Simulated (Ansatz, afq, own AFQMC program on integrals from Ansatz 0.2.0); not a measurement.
# SiH4Br (doublet): quantum Monte Carlo beside coupled cluster at distance Si1–H5 along a hydrogen transfer = 1.485 Å, cc-pVTZ

Aim: compute SiH4Br (doublet) with auxiliary-field quantum Monte Carlo on the same integrals as coupled cluster, and set the energies side by side.

Computed with Ansatz 0.2.0, Gaussian basis, and an in-house AFQMC program (afq) on its integrals; all values are calculated. Level: cc-pVTZ, frozen cores.

To be run: PBE (unrestricted); CCSD(T) on UHF; CCSD(T) on UHF; r2SCAN (unrestricted); PBE0 (unrestricted); CCSD(T) on UHF; B3LYP (unrestricted); wB97M-V (unrestricted); B2PLYP (unrestricted); Phaseless AFQMC, CISD trial on UHF.

10 further runs of the same task are left out: 1 that didn't finish, 9 set aside as unsound or not needed.

## (1) What is computed

The geometry derives from fragments relaxed apart (PBE0/def2-TZVP) and kept rigid, so it is no stationary point. A hydrogen atom is moved between rigid fragments. No spin-orbit coupling is included. The filled d shell of Br may be among the frozen orbitals whatever the setting's name suggests; the logs give the count.

6 atoms, charge 0, spin multiplicity 2.

Atoms are counted from 1 here; the program's logs count them from 0.

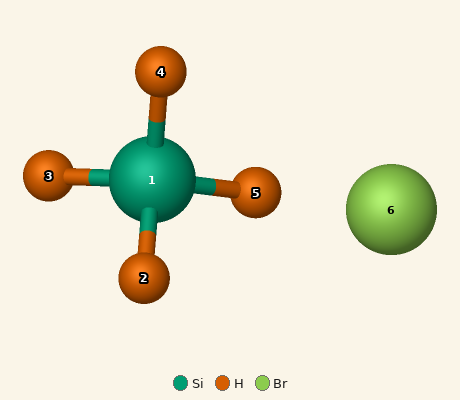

The structure; silicon teal, hydrogen orange, bromine green; atoms are numbered from 1 in the order of the file.

## (2) PBE (unrestricted)

File in.yaml:

```yaml
crystal:
  periodic: [false, false, false]
  atoms:
    - {symbol: Si, position_ang: [-2.450875, 0.000000, 0.000000]}
    - {symbol: H, position_ang: [-2.945747, 1.399708, 0.000001]}
    - {symbol: H, position_ang: [-2.945747, -0.699854, 1.212183]}
    - {symbol: H, position_ang: [-2.945747, -0.699854, -1.212182]}
    - {symbol: H, position_ang: [-0.966260, 0.000000, 0.000000]}
    - {symbol: Br, position_ang: [0.985125, 0.000000, 0.000000]}
basis:
  gaussian: {orbitals: cc-pVTZ}
magnetization: {spin_polarized: true, initial_magnetization: 1}
hamiltonian: {xc: {name: PBE}}
output: {orbitals: {seedname: orbitals}}
```

Launch:

```
> ansatz run in.yaml --threads 1 --pin off --events-out ev --progress --plain --max-ram 8192MiB --backend cpu
```

Log:

```text
Functional definition: PBE
  name "PBE"
  cite "Perdew, Burke & Ernzerhof, Phys. Rev. Lett. 77, 3865 (1996) doi:10.1103/PhysRevLett.77.3865"
  parent pbe
  parameter kappa = 0.804
  parameter beta = 0.06672455060314922
  exchange = pbe_x(kappa = kappa, mu = beta*pi^2/3)
  correlation = pbe_c(beta = beta)
889 factors; their error is unknown
mean field evaluation 1: about -77973.3470 eV, gradient 1.1e1 eV
mean field evaluation 2: about -77973.4042 eV, gradient 1.0e1 eV
mean field evaluation 4: about -77974.2814 eV, gradient 6.2e-1 eV
mean field evaluation 8: about -77974.2582 eV, gradient 1.1e-1 eV
mean field evaluation 16: about -77974.2582 eV, gradient 3.1e-5 eV
mean field evaluation 32: about -77973.1173 eV, gradient 1.1e-5 eV
mean field -77974.25821118 eV, -2865.5011364102 hartree, gradient 3.1e-5 eV, S^2 0.752005; 6 other end points of the search recorded, 0 dependent functions left out
reference -77974.25824884 eV, -2865.5011377944 hartree; 27, 26 occupied and 106, 107 virtual orbitals, 889 factors
Total energy: -77974.25824884 eV, -2865.5011377944 hartree
```

Wall time 10 s (1 thread of AMD EPYC 7R13 (Zen 3), shared host); peak memory 0.72 GiB.

From the report: ⟨S²⟩ of the determinant 0.752 (pure doublet: 0.75).

## (3) CCSD(T) on UHF

in.yaml: that of step 2 with these lines changed.

```diff
@@ -12,3 +12,2 @@
 magnetization: {spin_polarized: true, initial_magnetization: 1}
-hamiltonian: {xc: {name: PBE}}
-output: {orbitals: {seedname: orbitals}}
+correlation: {method: ccsd_t, electrons: outside_noble_gas, hamiltonian_folder: ham}
```

Launch:

```
> ansatz run in.yaml --threads 1 --pin off --events-out ev --progress --plain --max-ram 24576MiB --backend cuda --devices 0, --max-vram 18GiB
```

Log, cut to the lines that bear on the results:

```text
Functional definition: HF
  name "HF"
  cite "Fock, Z. Phys. 61, 126 (1930) doi:10.1007/BF01340294"
  parent pbe
[...]
782 factors; integrals over basis functions are off by at most 1.1e-3 eV
[...]
mean field -77925.00167117 eV, -2863.6909919521 hartree, gradient 9.7e-6 eV, S^2 0.764926; 8 other end points of the search recorded, 0 dependent functions left out
determinant -77925.00167117 eV, -2863.6909919521 hartree, with singles and doubles -77934.32827802 eV, -2864.0337384321 hartree
determinant -77924.11715230 eV, -2863.6584864832 hartree, with singles and doubles -77933.40786264 eV, -2863.9999137910 hartree
19 core orbitals not correlated: weight in the atoms' cores, before any rotation towards them, 1.000 or more for the frozen orbitals, at most 0.000 for the correlated occupied ones
reference -77925.00167117 eV, -2863.6909919521 hartree; 8, 7 occupied and 106, 107 virtual orbitals, 782 factors
second order -7.88673187 eV of doubles, -0.00000000 eV of singles
cycle   1  -9.17063024 eV  change   -5.0e-1 eV  update   2.0e-2
[...]
cycle   8  -9.18275650 eV  change   -1.4e-6 eV  update   1.5e-5
perturbative correction -0.27361667 eV, -0.0100552271 hartree
Total energy: -77934.45804434 eV, -2864.0385072564 hartree
```

Run time: 10 s. Hardware: 1 × NVIDIA H100 80GB HBM3 with 1 thread of AMD EPYC 7R13 (Zen 3), shared host; peak host memory 0.8 GiB.

From the report: ⟨S²⟩ of the determinant 0.765 (pure doublet: 0.75); correlation -9.4564 eV; T1 0.013; largest double amplitude 0.04.

This run also writes the integrals to the folder ham.

## (4) CCSD(T) on UHF

in.yaml: that of step 3 with these lines changed.

```diff
@@ -10,4 +10,4 @@
 basis:
-  gaussian: {orbitals: cc-pVTZ}
+  gaussian: {orbitals: def2-TZVPP}
 magnetization: {spin_polarized: true, initial_magnetization: 1}
-correlation: {method: ccsd_t, electrons: outside_noble_gas, hamiltonian_folder: ham}
+correlation: {method: ccsd_t, electrons: outside_noble_gas}
```

Launched as before.

Log, cut to the lines that bear on the results:

```text
Functional definition: HF
  name "HF"
  cite "Fock, Z. Phys. 61, 126 (1930) doi:10.1007/BF01340294"
  parent pbe
[...]
866 factors; integrals over basis functions are off by at most 1.1e-3 eV
[...]
mean field -77923.66685452 eV, -2863.6419383451 hartree, gradient 3.1e-6 eV, S^2 0.764988; 7 other end points of the search recorded, 0 dependent functions left out
determinant -77923.66685452 eV, -2863.6419383451 hartree, with singles and doubles -77933.03316218 eV, -2863.9861438031 hartree
determinant -77922.78022091 eV, -2863.6093551608 hartree, with singles and doubles -77932.10701887 eV, -2863.9521086643 hartree
19 core orbitals not correlated: weight in the atoms' cores, before any rotation towards them, 1.000 or more for the frozen orbitals, at most 0.000 for the correlated occupied ones
reference -77923.66685452 eV, -2863.6419383451 hartree; 8, 7 occupied and 119, 120 virtual orbitals, 866 factors
second order -7.92339429 eV of doubles, -0.00000000 eV of singles
cycle   1  -9.20434164 eV  change   -4.8e-1 eV  update   2.0e-2
[...]
cycle   8  -9.21638877 eV  change   -4.6e-6 eV  update   1.5e-5
perturbative correction -0.27821010 eV, -0.0102240326 hartree
Total energy: -77933.16145339 eV, -2863.9908584179 hartree
```

It took 4.7 s on 1 × NVIDIA H100 80GB HBM3 with 1 thread of AMD EPYC 7R13 (Zen 3), shared host; peak host memory 0.83 GiB.

From the report: ⟨S²⟩ of the determinant 0.765 (pure doublet: 0.75); correlation -9.4946 eV; T1 0.013; largest double amplitude 0.03.

## (5) r2SCAN (unrestricted)

in.yaml: that of step 4 with these lines changed.

```diff
@@ -10,4 +10,4 @@
 basis:
-  gaussian: {orbitals: def2-TZVPP}
+  gaussian: {orbitals: cc-pVTZ}
 magnetization: {spin_polarized: true, initial_magnetization: 1}
-correlation: {method: ccsd_t, electrons: outside_noble_gas}
+hamiltonian: {xc: {name: r2SCAN}}
```

Launch:

```
> ansatz run in.yaml --threads 1 --pin off --events-out ev --progress --plain --max-ram 8192MiB --backend cpu
```

Log, cut to the lines that bear on the results:

```text
Functional definition: r2SCAN
  name "r2SCAN"
  cite "Furness, Kaplan, Ning, Perdew & Sun, J. Phys. Chem. Lett. 11, 8208 (2020) doi:10.1021/acs.jpclett.0c02405"
  cite "Furness, Kaplan, Ning, Perdew & Sun, J. Phys. Chem. Lett. 11, 9248 (2020) doi:10.1021/acs.jpclett.0c03077"
  parent r2scan
[...]
889 factors; their error is unknown
[...]
mean field -77987.93868495 eV, -2866.0038845485 hartree, gradient 4.1e-5 eV, S^2 0.754740; 3 other end points of the search recorded, 0 dependent functions left out
reference -77987.93869755 eV, -2866.0038850116 hartree; 27, 26 occupied and 106, 107 virtual orbitals, 889 factors
Total energy: -77987.93869755 eV, -2866.0038850116 hartree
```

Wall time 12 s (1 thread of AMD EPYC 7R13 (Zen 3), shared host); peak memory 0.72 GiB.

From the report: ⟨S²⟩ of the determinant 0.755 (pure doublet: 0.75).

## (6) PBE0 (unrestricted)

in.yaml: that of step 5 with these lines changed.

```diff
@@ -12,2 +12,3 @@
 magnetization: {spin_polarized: true, initial_magnetization: 1}
-hamiltonian: {xc: {name: r2SCAN}}
+hamiltonian: {xc: {name: PBE0}}
+output: {orbitals: {seedname: orbitals}}
```

Launched as before.

Log:

```text
Functional definition: PBE0
  name "PBE0"
  cite "Adamo & Barone, J. Chem. Phys. 110, 6158 (1999) doi:10.1063/1.478522"
  cite "Perdew, Burke & Ernzerhof, Phys. Rev. Lett. 77, 3865 (1996) doi:10.1103/PhysRevLett.77.3865"
  parent pbe
  parameter a = 0.25
  parameter kappa = 0.804
  parameter beta = 0.06672455060314922
  exchange = (1 - a)*pbe_x(kappa = kappa, mu = beta*pi^2/3) + a*exact_x
  correlation = pbe_c(beta = beta)
937 factors; their error is unknown
mean field evaluation 1: about -77977.0508 eV, gradient 6.5e0 eV
mean field evaluation 2: about -77977.2820 eV, gradient 2.2e0 eV
mean field evaluation 4: about -77977.3171 eV, gradient 2.6e-1 eV
mean field evaluation 8: about -77977.5748 eV, gradient 1.7e-1 eV
mean field evaluation 16: about -77977.5748 eV, gradient 7.3e-5 eV
mean field -77977.57483629 eV, -2865.6230201351 hartree, gradient 3.6e-5 eV, S^2 0.754274; 2 other end points of the search recorded, 0 dependent functions left out
reference -77977.57486483 eV, -2865.6230211839 hartree; 27, 26 occupied and 106, 107 virtual orbitals, 937 factors
Total energy: -77977.57486483 eV, -2865.6230211839 hartree
```

It took 6 s on 1 thread of AMD EPYC 7R13 (Zen 3), shared host; peak memory 0.73 GiB.

From the report: ⟨S²⟩ of the determinant 0.754 (pure doublet: 0.75).

## (7) CCSD(T) on UHF

in.yaml: that of step 6 with these lines changed.

```diff
@@ -10,5 +10,4 @@
 basis:
-  gaussian: {orbitals: cc-pVTZ}
+  gaussian: {orbitals: "def2-QZVPP.json"}
 magnetization: {spin_polarized: true, initial_magnetization: 1}
-hamiltonian: {xc: {name: PBE0}}
-output: {orbitals: {seedname: orbitals}}
+correlation: {method: ccsd_t, electrons: outside_noble_gas}
```

Launch:

```
> ansatz run in.yaml --threads 1 --pin off --events-out ev --progress --plain --max-ram 24576MiB --backend cuda --devices 0, --max-vram 18GiB
```

Log, cut to the lines that bear on the results:

```text
Functional definition: HF
  name "HF"
  cite "Fock, Z. Phys. 61, 126 (1930) doi:10.1007/BF01340294"
  parent pbe
[...]
1695 factors; integrals over basis functions are off by at most 9.0e-4 eV
[...]
mean field -77925.27019941 eV, -2863.7008601831 hartree, gradient 2.3e-6 eV, S^2 0.765505; 9 other end points of the search recorded, 0 dependent functions left out
determinant -77925.27019941 eV, -2863.7008601831 hartree, with singles and doubles -77935.38068948 eV, -2864.0724138399 hartree
determinant -77924.38528159 eV, -2863.6683400530 hartree, with singles and doubles -77934.45216576 eV, -2864.0382912227 hartree
19 core orbitals not correlated: weight in the atoms' cores, before any rotation towards them, 1.000 or more for the frozen orbitals, at most 0.000 for the correlated occupied ones
reference -77925.27019941 eV, -2863.7008601831 hartree; 8, 7 occupied and 252, 253 virtual orbitals, 1695 factors
second order -8.63626398 eV of doubles, -0.00000000 eV of singles
cycle   1  -9.81769698 eV  change   -9.6e-1 eV  update   2.5e-2
[...]
cycle   9  -9.84509819 eV  change    1.2e-5 eV  update   7.0e-6
perturbative correction -0.32994334 eV, -0.0121251941 hartree
Total energy: -77935.44524094 eV, -2864.0747860626 hartree
```

Wall time 17 s (1 × NVIDIA H100 80GB HBM3 with 1 thread of AMD EPYC 7R13 (Zen 3), shared host); peak host memory 1.2 GiB.

From the report: ⟨S²⟩ of the determinant 0.766 (pure doublet: 0.75); correlation -10.1750 eV; T1 0.014; largest double amplitude 0.03.

## (8) B3LYP (unrestricted)

in.yaml: that of step 7 with these lines changed.

```diff
@@ -10,4 +10,4 @@
 basis:
-  gaussian: {orbitals: "def2-QZVPP.json"}
+  gaussian: {orbitals: cc-pVTZ}
 magnetization: {spin_polarized: true, initial_magnetization: 1}
-correlation: {method: ccsd_t, electrons: outside_noble_gas}
+hamiltonian: {xc: {name: B3LYP}}
```

Launch:

```
> ansatz run in.yaml --threads 1 --pin off --events-out ev --progress --plain --max-ram 8192MiB --backend cpu
```

Log, cut to the lines that bear on the results:

```text
Functional definition: B3LYP
  name "B3LYP"
  cite "Stephens, Devlin, Chabalowski & Frisch, J. Phys. Chem. 98, 11623 (1994) doi:10.1021/j100096a001"
  cite "Becke, Phys. Rev. A 38, 3098 (1988) doi:10.1103/PhysRevA.38.3098"
  cite "Lee, Yang & Parr, Phys. Rev. B 37, 785 (1988) doi:10.1103/PhysRevB.37.785"
  cite "Vosko, Wilk & Nusair, Can. J. Phys. 58, 1200 (1980) doi:10.1139/p80-159"
[...]
928 factors; their error is unknown
[...]
mean field -77990.83763703 eV, -2866.1104190726 hartree, gradient 1.3e-5 eV, S^2 0.753009; 2 other end points of the search recorded, 0 dependent functions left out
reference -77990.83788450 eV, -2866.1104281667 hartree; 27, 26 occupied and 106, 107 virtual orbitals, 928 factors
Total energy: -77990.83788450 eV, -2866.1104281667 hartree
```

Wall time 5.5 s (1 thread of AMD EPYC 7R13 (Zen 3), shared host); peak memory 0.73 GiB.

From the report: ⟨S²⟩ of the determinant 0.753 (pure doublet: 0.75).

## (9) wB97M-V (unrestricted)

in.yaml: that of step 8 with these lines changed.

```diff
@@ -12,2 +12,3 @@
 magnetization: {spin_polarized: true, initial_magnetization: 1}
-hamiltonian: {xc: {name: B3LYP}}
+hamiltonian: {xc: {name: wB97M-V}}
+output: {orbitals: {seedname: orbitals}}
```

Same command.

Log, cut to the lines that bear on the results:

```text
Functional definition: wB97M-V
  name "wB97M-V"
  cite "Mardirossian & Head-Gordon, J. Chem. Phys. 144, 214110 (2016) doi:10.1063/1.4952647"
  cite "Becke, J. Chem. Phys. 107, 8554 (1997) doi:10.1063/1.475007"
  cite "Vydrov & Van Voorhis, J. Chem. Phys. 133, 244103 (2010) doi:10.1063/1.3521275"
  # Of w^i u^j: cxij and so on, Table III.
[...]
  gx(w, u) = 1 - cx + cx01*u + cx10*w
  gss(w, u) = css00 + css04*u^4 + css10*w + css20*w^2 + css43*w^4*u^3
  gos(w, u) = cos00 + cos10*w + (cos20 + cos21*u)*w^2 + (cos60 + cos61*u)*w^6
[...]
      + integral(e_c_pw_mod_opposite_spin*gos(b97_w_opposite, b97_u_opposite)) + vv10(b, c)
920 factors; their error is unknown
187 factors; integrals over basis functions are off by at most 4.0e-5 eV
[...]
mean field -77984.13836926 eV, -2865.8642255229 hartree, gradient 2.5e-5 eV, S^2 0.753514; 4 other end points of the search recorded, 0 dependent functions left out
reference -77984.13841259 eV, -2865.8642271150 hartree; 27, 26 occupied and 106, 107 virtual orbitals, 920 factors
Total energy: -77984.13841259 eV, -2865.8642271150 hartree
```

Wall time 24 s (1 thread of AMD EPYC 7R13 (Zen 3), shared host); peak memory 1.3 GiB.

From the report: ⟨S²⟩ of the determinant 0.754 (pure doublet: 0.75).

## (10) B2PLYP (unrestricted)

in.yaml: that of step 9 with these lines changed.

```diff
@@ -12,3 +12,3 @@
 magnetization: {spin_polarized: true, initial_magnetization: 1}
-hamiltonian: {xc: {name: wB97M-V}}
-output: {orbitals: {seedname: orbitals}}
+hamiltonian: {xc: {name: B2PLYP}}
+correlation: {electrons: outside_noble_gas}
```

Same command.

Log, cut to the lines that bear on the results:

```text
Functional definition: B2PLYP
  name "B2PLYP"
  cite "Grimme, J. Chem. Phys. 124, 034108 (2006) doi:10.1063/1.2148954"
  cite "Becke, Phys. Rev. A 38, 3098 (1988) doi:10.1103/PhysRevA.38.3098"
  cite "Lee, Yang & Parr, Phys. Rev. B 37, 785 (1988) doi:10.1103/PhysRevB.37.785"
[...]
782 factors; integrals over basis functions are off by at most 1.1e-3 eV
[...]
mean field -77971.73526906 eV, -2865.4084199977 hartree, gradient 8.2e-6 eV, S^2 0.757109; 4 other end points of the search recorded, 0 dependent functions left out
19 core orbitals not correlated: weight in the atoms' cores, before any rotation towards them, 1.000 or more for the frozen orbitals, at most 0.000 for the correlated occupied ones
reference -77971.73542681 eV, -2865.4084257949 hartree; 8, 7 occupied and 106, 107 virtual orbitals, 782 factors
second order -9.69267718 eV of doubles, -0.00000000 eV of singles
Total energy: -77974.35244965 eV, -2865.5045996103 hartree
```

Wall time 11 s (1 thread of AMD EPYC 7R13 (Zen 3), shared host); peak memory 1.7 GiB.

From the report: ⟨S²⟩ of the determinant 0.757 (pure doublet: 0.75).

## (11) Phaseless AFQMC, CISD trial on UHF

It reads the integrals that the CCSD(T) run on this determinant wrote.

Launch:

```
> afq ham --method phaseless --trial cisd --walkers 600 --populations 10 --least-time 60 --time-step 0.005 --steps-per-block 50 --equilibration-blocks 28 --max-blocks 4000 --target-error 0.00023 --factor-cut 1e-05 --start spin_pure --seed 357 --release-times 0.24,0.51,0.99,1.5 --release-step 0.03 --release-every 4 --taylor-order 6
```

Log:

```text
orbitals 114  electrons 8 7  factors 715 of 782
reference energy -2863.69099195 Eh
CCSD correlation -0.33745995 Eh in 10 cycles, weight of the determinant in the CISD state 0.8532
energy of the start -2864.027793 Eh
 block  time / (1/Eh)  mean weight  energy / Eh
     1     0.250  1.0009  -2864.021234
     2     0.500  0.9992  -2864.024473
     3     0.750  0.9995  -2864.028461
     4     1.000  0.9985  -2864.032446
     5     1.250  1.0002  -2864.033587
     6     1.500  1.0009  -2864.036240
     7     1.750  1.0002  -2864.038199
     8     2.000  1.0001  -2864.038094
     9     2.250  1.0001  -2864.037606
    10     2.500  1.0005  -2864.037523
    13     3.250  0.9999  -2864.037742
    17     4.250  1.0003  -2864.039218
    21     5.250  1.0007  -2864.038423
    25     6.250  1.0006  -2864.041842
    29     7.250  1.0004  -2864.040071
    33     8.250  0.9993  -2864.039078
    37     9.250  1.0003  -2864.042751
    41    10.250  1.0003  -2864.040916
    45    11.250  1.0010  -2864.040063
    49    12.250  0.9995  -2864.040467
    53    13.250  1.0009  -2864.038019
    57    14.250  0.9997  -2864.039823
    61    15.250  1.0008  -2864.039656
    65    16.250  1.0000  -2864.040867
    69    17.250  1.0002  -2864.038776
    73    18.250  1.0008  -2864.042022
    77    19.250  0.9996  -2864.041740
    81    20.250  1.0002  -2864.040648
    85    21.250  1.0009  -2864.039737
    89    22.250  1.0007  -2864.040455
    93    23.250  1.0001  -2864.042482
    97    24.250  0.9994  -2864.040374
   101    25.250  1.0000  -2864.038887
   105    26.250  0.9996  -2864.039598
   109    27.250  0.9989  -2864.037732
   113    28.250  1.0000  -2864.037784
   117    29.250  0.9997  -2864.041699
   121    30.250  0.9998  -2864.041088
   125    31.250  0.9984  -2864.038056
   129    32.250  0.9995  -2864.040327
   133    33.250  0.9995  -2864.040861
   137    34.250  1.0006  -2864.038537
   141    35.250  0.9997  -2864.036486
   145    36.250  0.9994  -2864.039384
   149    37.250  0.9996  -2864.040052
   153    38.250  1.0005  -2864.041750
   157    39.250  1.0012  -2864.038707
   161    40.250  0.9998  -2864.041324
   165    41.250  1.0001  -2864.039762
   169    42.250  1.0006  -2864.039401
   173    43.250  1.0000  -2864.039095
   177    44.250  1.0005  -2864.040668
   181    45.250  1.0002  -2864.038423
   185    46.250  0.9978  -2864.038876
error from the spread of 10 populations
released: time / (1/Eh)  energy / Eh  error  mean overlap
  0.24  -2864.039879  0.000159  0.9934
  0.51  -2864.039832  0.000391  0.9864
  0.99  -2864.040577  0.000239  0.9679
  1.50  -2864.040246  0.000273  0.9672
energy -2864.039710 +/- 0.000187 Eh
```

It took 2.5 min on 1 × NVIDIA H100 80GB HBM3 with 2 threads of AMD EPYC 7R13 (Zen 3), shared host; peak host memory 1.7 GiB.

Energy -77934.4908 ± 0.0051 eV. Caveats: constraint bias not in the error.

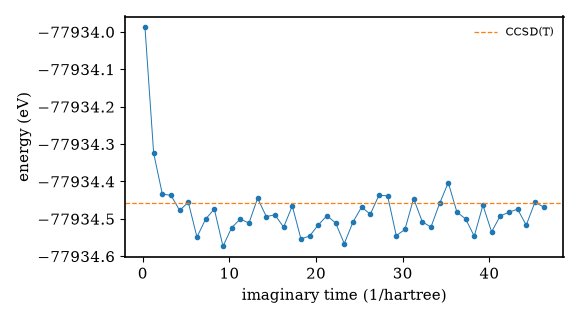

Block energies along the walk.

## (12) AFQMC on the ladder

On the UHF determinant, counted from CCSD(T) (a yardstick, not exact):

```csv
level,energy (eV),from CCSD(T) (kcal/mol),statistical error (kcal/mol),time
HF,-77925.0017,+218.07,,
MP2,-77932.8884,+36.20,,
CCSD,-77934.1844,+6.31,,
CCSD(T),-77934.4580,0.00,,
"Phaseless AFQMC, CISD trial, step 0.005, 600 walkers",-77934.4908,-0.75,0.12,2.5 min
```

The functionals' totals stand on their own zeros and serve differences with other points: PBE -77974.258 eV; r2SCAN -77987.939 eV; PBE0 -77977.575 eV; B3LYP -77990.838 eV; wB97M-V -77984.138 eV; B2PLYP -77974.352 eV.

## (13) What came out

```
                                       quantity                  value
Phaseless AFQMC, CISD trial on UHF from CCSD(T)  -0.75 ± 0.12 kcal/mol
```

In words: On UHF the phaseless walk with the CISD trial lies -0.75 kcal/mol from CCSD(T), 6 times its error bar. Error bars are statistical and leave out the constraint, the time step and what remains of the start.
